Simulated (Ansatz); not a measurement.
**A computed series for hypothetical P6_422 AlP: pressure series**

Take AlP (space group P6_422, No. 181; a = 3.851 Å, c = 8.690 Å; a hypothetical phase, not in the database extracts checked) as the base.

Cell and atoms are relaxed at each pressure.

Method: Ansatz (a quantum-chemistry and plane-wave program) PBE, without spin-orbit coupling.

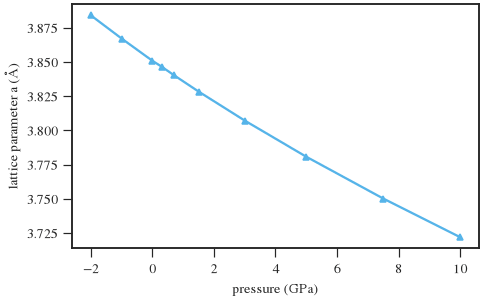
Figure. Lattice parameter a against pressure

```csv
pressure (GPa),lattice parameter a
-2,3.884 Å
-1,3.867 Å
0.3,3.847 Å
0.7,3.840 Å
1.5,3.828 Å
3,3.807 Å
5,3.781 Å
7.5,3.750 Å
10,3.722 Å
```

Load acts through the strain it causes; cell and atoms are relaxed under it. No phonon test of stability was made. No other phases were tried under pressure. The base started in P3_121 and relaxed to P6_422 at this level.
